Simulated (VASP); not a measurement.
# SnPPt with LDA: from relaxation to properties, part 2 of 5

Wanted: the relaxed cell of SnPPt and its properties. The cell is invented: it takes the structure of a Materials Project entry for SrPPt (space group 187 there), with some of its atoms replaced by other elements, volume scaled by an estimate. It may not be a known or stable phase.

VASP 6.6.1; LDA; plane waves and PAW (Pt, Sn_d, P); invented cell.

Still holding for the runs below: This run has no spin polarisation. Its electron count is odd, so without a moment it is a metal by construction. The k-mesh is coarse for a metal.

So far. Step 2 (Full relaxation (LDA)): It ends with forces that vanish by symmetry and a pressure of -0.01 GPa.

**3. Second relaxation**

The basis stayed that of the start cell while the cell moved. A rerun from the cell reached resets it; the error of the finite cutoff stays. The mesh changes with the cell too.

INCAR

```
SYSTEM = SnPPt
PREC = Accurate
ENCUT = 400
EDIFF = 1E-06
NELM = 100
ISMEAR = 0
SIGMA = 0.05
LREAL = .FALSE.
ALGO = Normal
GGA = CA
NBANDS = 20
LORBIT = 11
LWAVE = .FALSE.
LCHARG = .FALSE.
IBRION = 2
NSW = 60
ISIF = 3
EDIFFG = -0.01
```

POSCAR

```
SnPPt
1.0
    3.9970596070      0.0000000118      0.0000000000
   -1.9985302834      3.4615557960      0.0000000000
    0.0000000000      0.0000000000      4.2648296425
Pt Sn P
1 1 1
Direct
    0.0000000000      0.0000000000      0.5000000000
    0.6666666700      0.3333333300      0.0000000000
    0.3333333300      0.6666666700      0.5000000000
```

KPOINTS

```
Automatic mesh
0
Gamma
7 7 5
0 0 0
```

The projector-augmented-wave data sets are Pt, Sn_d and P (LDA family, release 64).

Started as:

```
> mpirun -np 1 vasp_std
```

What it wrote:

```text
[... set-up lines as in an earlier step ...]
 entering main loop
       N       E                     dE             d eps       ncg     rms          rms(c)
DAV:   1     0.206471794352E+03    0.20647E+03   -0.12232E+04  1008   0.160E+03
DAV:   2     0.120557729993E+01   -0.20527E+03   -0.19609E+03  1004   0.422E+02
DAV:   3    -0.186319763007E+02   -0.19838E+02   -0.19235E+02  1124   0.113E+02
DAV:   4    -0.192729388622E+02   -0.64096E+00   -0.63737E+00  1092   0.206E+01
DAV:   5    -0.192924723993E+02   -0.19534E-01   -0.19532E-01  1288   0.385E+00    0.133E+01
DAV:   6    -0.187788975321E+02    0.51357E+00   -0.37743E+00  1020   0.123E+01    0.714E+00
DAV:   7    -0.186637674906E+02    0.11513E+00   -0.74005E-01  1064   0.640E+00    0.386E+00
DAV:   8    -0.186298396593E+02    0.33928E-01   -0.84481E-02  1128   0.196E+00    0.588E-01
DAV:   9    -0.186286375460E+02    0.12021E-02   -0.78507E-03  1152   0.711E-01    0.222E-01
DAV:  10    -0.186284931323E+02    0.14441E-03   -0.97021E-04  1132   0.293E-01    0.698E-02
DAV:  11    -0.186284720961E+02    0.21036E-04   -0.12783E-04  1148   0.966E-02    0.301E-02
DAV:  12    -0.186284726416E+02   -0.54548E-06   -0.11897E-05  1276   0.343E-02    0.140E-02
DAV:  13    -0.186284716625E+02    0.97913E-06   -0.16561E-06   616   0.143E-02
   1 F= -.18628472E+02 E0= -.18625781E+02  d E =-.186285E+02
 curvature:   0.00 expect dE= 0.000E+00 dE for cont linesearch  0.000E+00
 trial: gam= 0.00000 g(F)=  0.452E-43 g(S)=  0.460E-02 ort = 0.000E+00 (trialstep = 0.100E+01)
 search vector abs. value=  0.460E-02
 bond charge predicted
       N       E                     dE             d eps       ncg     rms          rms(c)
DAV:   1    -0.186439515106E+02   -0.15479E-01   -0.52331E-01  1052   0.553E+00    0.612E-01
DAV:   2    -0.186358374985E+02    0.81140E-02   -0.15757E-02  1160   0.107E+00    0.331E-01
DAV:   3    -0.186325911790E+02    0.32463E-02   -0.36182E-03  1296   0.466E-01    0.105E-01
DAV:   4    -0.186322976115E+02    0.29357E-03   -0.60508E-04  1428   0.256E-01    0.444E-02
DAV:   5    -0.186322695950E+02    0.28017E-04   -0.11233E-04  1400   0.985E-02    0.166E-02
DAV:   6    -0.186322672697E+02    0.23252E-05   -0.78480E-06  1384   0.261E-02    0.703E-03
DAV:   7    -0.186322668914E+02    0.37834E-06   -0.95635E-07   572   0.902E-03
   2 F= -.18632267E+02 E0= -.18630111E+02  d E =-.379523E-02
[...]
3 F= -.18633702E+02 E0= -.18631774E+02  d E =-.523013E-02
[...]
4 F= -.18635139E+02 E0= -.18633283E+02  d E =-.143703E-02
[...]
5 F= -.18635168E+02 E0= -.18633321E+02  d E =-.146587E-02
 curvature:  -0.58 expect dE=-0.357E-04 dE for cont linesearch -0.215E-08
 trial: gam=-0.06582 g(F)=  0.542E-44 g(S)=  0.615E-04 ort =-0.662E-05 (trialstep = 0.481E+00)
 search vector abs. value=  0.114E-03
 bond charge predicted
       N       E                     dE             d eps       ncg     rms          rms(c)
DAV:   1    -0.186352582210E+02   -0.90284E-04   -0.30306E-03  1056   0.423E-01    0.479E-02
DAV:   2    -0.186352109316E+02    0.47289E-04   -0.81299E-05  1232   0.945E-02    0.260E-02
DAV:   3    -0.186351902310E+02    0.20701E-04   -0.24798E-05  1372   0.522E-02    0.600E-03
DAV:   4    -0.186351893838E+02    0.84716E-06   -0.29549E-06   932   0.151E-02
   6 F= -.18635189E+02 E0= -.18633337E+02  d E =-.217169E-04
 trial-energy change:   -0.000022  1 .order   -0.000022   -0.000030   -0.000015
 step:   0.9744(harm=  0.9744)  dis= 0.00000  next Energy=   -18.635198 (dE=-0.302E-04)
 reached required accuracy - stopping structural energy minimisation
```

It took 43 s on 1 MPI rank of Intel Xeon Platinum 8488C (Sapphire Rapids), shared host; peak memory 0.15 GiB.

Parts of OUTCAR (step 3):

```text
  LATTYP: Found a hexagonal cell.
 ALAT       =     3.9970596070
 C/A-ratio  =     1.0669917544

The static configuration has the point symmetry D_3h.

 Found     24 irreducible k-points:

   k-points           NKPTS =     24   k-points in BZ     NKDIM =     24   number of bands    NBANDS=     20

   dimension x,y,z NGX =    28 NGY =   28 NGZ =   28
   dimension x,y,z NGXF=    56 NGYF=   56 NGZF=   56

   ENCUT  =  400.0 eV  29.40 Ry    5.42 a.u.   6.52  6.52  6.95*2*pi/ulx,y,z

   NELECT =      29.0000    total number of electrons

 E-fermi :   8.3304

 k-point     1 :       0.0000    0.0000    0.0000
  band No.  band energies     occupation
    ...
      9       2.1766      2.00000
     10       4.6944      2.00000
     11       5.2212      2.00000
     12       5.2212      2.00000
     13       6.8767      2.00000
     14      10.5887      0.00000
     15      10.5887      0.00000
     16      11.0195      0.00000
     17      11.7060      0.00000
     18      11.7060      0.00000
    ...

 k-point     2 :       0.1429    0.0000    0.0000
  band No.  band energies     occupation
    ...
      9       2.6136      2.00000
     10       4.1535      2.00000
     11       5.1895      2.00000
     12       6.0617      2.00000
     13       6.7995      2.00000
     14       8.4644      0.00015
     15       9.3129      0.00000
     16      11.1530      0.00000
     17      12.5697      0.00000
     18      12.7081      0.00000
    ...

  Total        0.0214041      0.0214041     -0.0050583     -0.0000000      0.0000000      0.0000000
  in kB        0.5760261      0.5760263     -0.1361288     -0.0000001      0.0000000      0.0000000
  external PRESSURE =       0.3386412 kB  Pullay stress =       0.0000000 kB

  energy-cutoff  :      400.00
  volume of cell :       59.53
      direct lattice vectors                 reciprocal lattice vectors
     3.973128900  0.000000015  0.000000000     0.251690802  0.145313760 -0.000000000
    -1.986564924  3.440831182 -0.000000000    -0.000000001  0.290627452 -0.000000000
     0.000000000  0.000000000  4.354803612    -0.000000000  0.000000000  0.229631480

 POSITION                                       TOTAL-FORCE (eV/Angst)
 -----------------------------------------------------------------------------------
      0.00000      0.00000      2.17740        -0.000000      0.000000     -0.000000
      1.98656      1.14694      4.35480         0.000000     -0.000000      0.000000
     -0.00000      2.29389      2.17740        -0.000000      0.000000     -0.000000
 -----------------------------------------------------------------------------------
    total drift:                               -0.000005      0.000009     -0.000000

  FREE ENERGIE OF THE ION-ELECTRON SYSTEM (eV)
  ---------------------------------------------------
  free  energy   TOTEN  =       -18.6351893838 eV

  energy  without entropy=      -18.6314852118  energy(sigma->0) =      -18.63333730

 total charge
# of ion       s       p       d       tot
------------------------------------------
    1        0.749   0.641   8.199   9.589
    2        1.397   0.715   9.995  12.107
    3        1.054   1.385   0.000   2.439
--------------------------------------------------
tot          3.201   2.741  18.193  24.135

[... 2 parts as in an earlier step ...]

[... 7 further parts left out ...]
```

CONTCAR:

```
SnPPt
   1.00000000000000
     3.9731288997923415    0.0000000150030485    0.0000000000000000
    -1.9865649240878676    3.4408311824355464   -0.0000000000000000
     0.0000000000000000    0.0000000000000000    4.3548036120888032
  Pt              Sn              P
     1     1     1
Direct
     0.0000000000000000    0.0000000000000000    0.5000000000000000
     0.6666666699999979    0.3333333300000021    1.0000000000000000
     0.3333333300000021    0.6666666699999979    0.5000000000000000
```

Step by step:

| step | energy less that of the first step (eV) | largest force (eV/Å) | pressure (GPa) | volume (Å³) |
| --- | --- | --- | --- | --- |
| 1 | 0.0000 | 0.0000 | 0.00 | 59.01 |
| 2 | -0.0038 | 0.0000 | 0.45 | 59.01 |
| 3 | -0.0052 | 0.0000 | 0.91 | 59.01 |
| 4 | -0.0067 | 0.0000 | 0.19 | 59.46 |
| 5 | -0.0067 | 0.0000 | 0.07 | 59.53 |
| 6 | -0.0067 | 0.0000 | 0.03 | 59.53 |

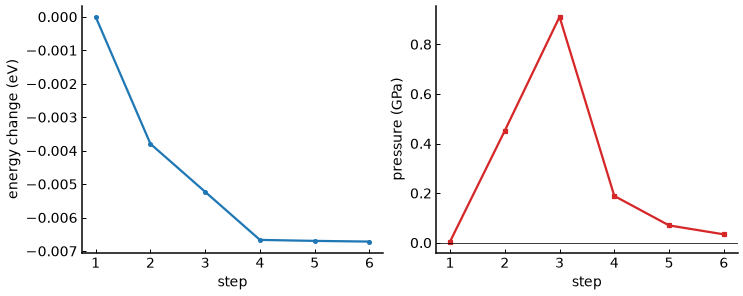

Energy and pressure along the relaxation.

| conventional cell, symmetrised | before | after | change |
| --- | --- | --- | --- |
| a (Å) | 3.997 | 3.973 | -0.6 % |
| b (Å) | 3.997 | 3.973 | -0.6 % |
| c (Å) | 4.265 | 4.355 | +2.1 % |
| volume (Å³/atom) | 19.67 | 19.84 | +0.9 % |

The relaxed structure:

```xyz
3
Lattice="3.9731 0.0000 0.0000 -1.9866 3.4408 0.0000 0.0000 0.0000 4.3548" Properties=species:S:1:pos:R:3 pbc="T T T"
Pt    0.0000    0.0000    2.1774
Sn    1.9866    1.1469    0.0000
P     0.0000    2.2939    2.1774
```

This step gave:

```yaml
irreducible_k_points: 24
energy_at_zero_smearing: -18.63 eV
fermi_energy: 8.330 eV
pressure: 0.03386 GPa
scf_cycles_over_all_ionic_steps: 44
```

It ends with forces that vanish by symmetry and a pressure of 0.03 GPa.

**4. Density, ELF and potential (LDA)**

The relaxed cell gets a fresh self-consistent run, on a basis set for its own volume, to fix the density and to check the remaining stress.

Changes to INCAR since step 3:

```diff
@@ -13,6 +13,5 @@
 LWAVE = .FALSE.
-LCHARG = .FALSE.
-IBRION = 2
-NSW = 60
-ISIF = 3
-EDIFFG = -0.01
+LCHARG = .TRUE.
+ISIF = 2
+LELF = .TRUE.
+LVHAR = .TRUE.
```

POSCAR

```
SnPPt
1.0
    3.9731288998      0.0000000150      0.0000000000
   -1.9865649241      3.4408311824      0.0000000000
    0.0000000000      0.0000000000      4.3548036121
Pt Sn P
1 1 1
Direct
    0.0000000000      0.0000000000      0.5000000000
    0.6666666700      0.3333333300      0.0000000000
    0.3333333300      0.6666666700      0.5000000000
```

KPOINTS is that of step 3.

Started as:

```
> mpirun -np 1 vasp_std
```

What it wrote:

```text
[... set-up lines as in an earlier step ...]
 entering main loop
       N       E                     dE             d eps       ncg     rms          rms(c)
DAV:   1     0.203798031297E+03    0.20380E+03   -0.12132E+04  1016   0.158E+03
DAV:   2     0.673099029217E+00   -0.20312E+03   -0.19408E+03   980   0.414E+02
DAV:   3    -0.186915810942E+02   -0.19365E+02   -0.18788E+02  1148   0.112E+02
DAV:   4    -0.192963024225E+02   -0.60472E+00   -0.60294E+00  1068   0.202E+01
DAV:   5    -0.193137613811E+02   -0.17459E-01   -0.17458E-01  1240   0.365E+00    0.135E+01
DAV:   6    -0.187813324339E+02    0.53243E+00   -0.37309E+00  1036   0.123E+01    0.710E+00
DAV:   7    -0.186709536756E+02    0.11038E+00   -0.71424E-01  1060   0.637E+00    0.383E+00
DAV:   8    -0.186371151311E+02    0.33839E-01   -0.84165E-02  1136   0.193E+00    0.618E-01
DAV:   9    -0.186357225073E+02    0.13926E-02   -0.87267E-03  1120   0.740E-01    0.210E-01
DAV:  10    -0.186355872423E+02    0.13527E-03   -0.99936E-04  1108   0.293E-01    0.671E-02
DAV:  11    -0.186355678022E+02    0.19440E-04   -0.99912E-05  1112   0.871E-02    0.249E-02
DAV:  12    -0.186355687048E+02   -0.90255E-06   -0.67230E-06  1104   0.208E-02
   1 F= -.18635569E+02 E0= -.18633717E+02  d E =-.370291E-02
```

Wall time 15 s (1 MPI rank); peak memory 0.15 GiB.

OUTCAR, selected parts (step 4):

```text
  LATTYP: Found a hexagonal cell.
 ALAT       =     3.9731288998
 C/A-ratio  =     1.0960640145

The static configuration has the point symmetry D_3h.

 Found     24 irreducible k-points:

   ENCUT  =  400.0 eV  29.40 Ry    5.42 a.u.   6.48  6.48  7.10*2*pi/ulx,y,z

   NELECT =      29.0000    total number of electrons

 E-fermi :   8.3305

 k-point     1 :       0.0000    0.0000    0.0000
  band No.  band energies     occupation
    ...
      9       2.1765      2.00000
     10       4.6945      2.00000
     11       5.2213      2.00000
     12       5.2213      2.00000
     13       6.8769      2.00000
     14      10.5887      0.00000
     15      10.5887      0.00000
     16      11.0195      0.00000
     17      11.7062      0.00000
     18      11.7062      0.00000
    ...

 k-point     2 :       0.1429    0.0000    0.0000
  band No.  band energies     occupation
    ...
      9       2.6136      2.00000
     10       4.1536      2.00000
     11       5.1896      2.00000
     12       6.0618      2.00000
     13       6.7996      2.00000
     14       8.4644      0.00015
     15       9.3129      0.00000
     16      11.1531      0.00000
     17      12.5699      0.00000
     18      12.7082      0.00000
    ...

  Total       -0.0082310     -0.0082310     -0.0079377      0.0000000     -0.0000000      0.0000000
  in kB       -0.2215128     -0.2215129     -0.2136202      0.0000000     -0.0000000      0.0000000
  external PRESSURE =      -0.2188820 kB  Pullay stress =       0.0000000 kB

  energy-cutoff  :      400.00
  volume of cell :       59.53
      direct lattice vectors                 reciprocal lattice vectors
     3.973128900  0.000000015  0.000000000     0.251690802  0.145313760  0.000000000
    -1.986564924  3.440831182  0.000000000    -0.000000001  0.290627452  0.000000000
     0.000000000  0.000000000  4.354803612     0.000000000  0.000000000  0.229631480

 POSITION                                       TOTAL-FORCE (eV/Angst)
 -----------------------------------------------------------------------------------
      0.00000      0.00000      2.17740        -0.000000     -0.000000      0.000000
      1.98656      1.14694      0.00000        -0.000000     -0.000000      0.000000
     -0.00000      2.29389      2.17740         0.000000      0.000000      0.000000
 -----------------------------------------------------------------------------------
    total drift:                               -0.000005      0.000009     -0.000000

  FREE ENERGIE OF THE ION-ELECTRON SYSTEM (eV)
  ---------------------------------------------------
  free  energy   TOTEN  =       -18.6355687048 eV

  energy  without entropy=      -18.6318657968  energy(sigma->0) =      -18.63371725

 total charge
# of ion       s       p       d       tot
------------------------------------------
    1        0.749   0.641   8.198   9.589
    2        1.397   0.715   9.995  12.107
    3        1.054   1.385   0.000   2.439
--------------------------------------------------
tot          3.201   2.741  18.193  24.135

[... 3 parts as in an earlier step ...]

[... 7 further parts left out ...]
```

This step gave:

```yaml
scf_cycles: 12
fermi_energy: 8.331 eV
pressure: -0.02189 GPa
```

Valence electrons inside each PAW sphere by angular momentum. Sphere charges, by row:

| atom | s (e) | p (e) | d (e) | tot (e) |
| --- | --- | --- | --- | --- |
| Pt1 | 0.749 | 0.641 | 8.198 | 9.589 |
| Sn2 | 1.397 | 0.715 | 9.995 | 12.11 |
| P3 | 1.054 | 1.385 | 0 | 2.439 |

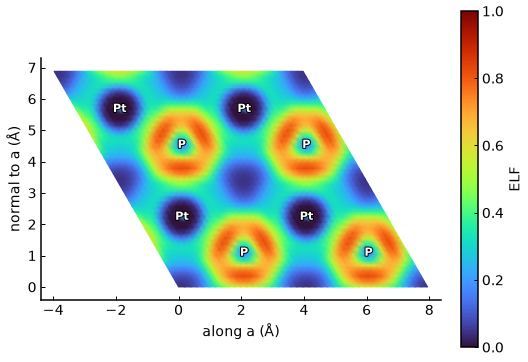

ELF in the ab plane at fractional z = 0.500, with atoms of Pt and P within 0.2 Å of it. It is the smooth field of the valence electrons, not physical close to the nuclei. The map starts off the cell's origin, so that atoms lie inside it.

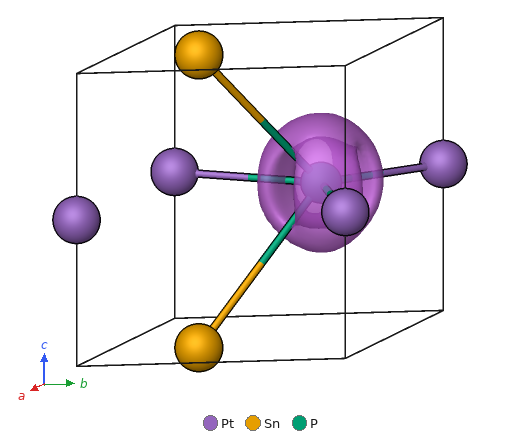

Surface of ELF = 0.74. Bonds to atoms that aren't drawn are left out.

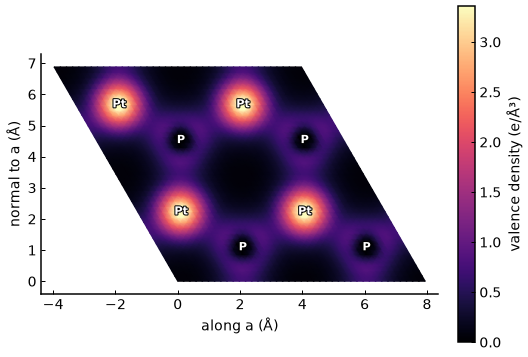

Valence density in the ab plane at fractional z = 0.500, with atoms of Pt and P within 0.2 Å of it. It is the smooth field of the valence electrons, not physical close to the nuclei. The map starts off the cell's origin, so that atoms lie inside it.

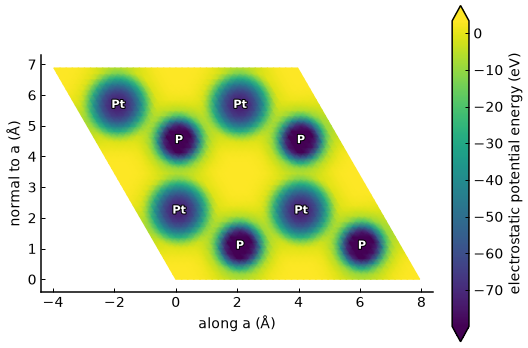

Electrostatic potential energy in the ab plane at fractional z = 0.500, with atoms of Pt and P within 0.2 Å of it. With pseudopotentials it is smooth inside the atoms' cores, unlike the true potential. The map starts off the cell's origin, so that atoms lie inside it.

In this run the pressure is -0.02 GPa, small enough to go on.

[end of part 2 of 5]

[Lines on the potential files, build, host, timing and source positions are cut from VASP's logs without a mark.]

[Logs are printed without paths, hosts, clocks, repeated set-up lines and the standing remarks that a program may print on its own settings, such as how far it seeks lower states.]

[Hosts, paths, dates, database ids (printed as entryN), source tags and the programs' standing remarks are cut or masked in the printed files.]

[A measured line is paired with the nearest computed mode of its activity, which favours agreement.]

[In band tables of VASP the shares of atoms and orbitals are scaled to a sum of 1 inside the atoms' spheres.]
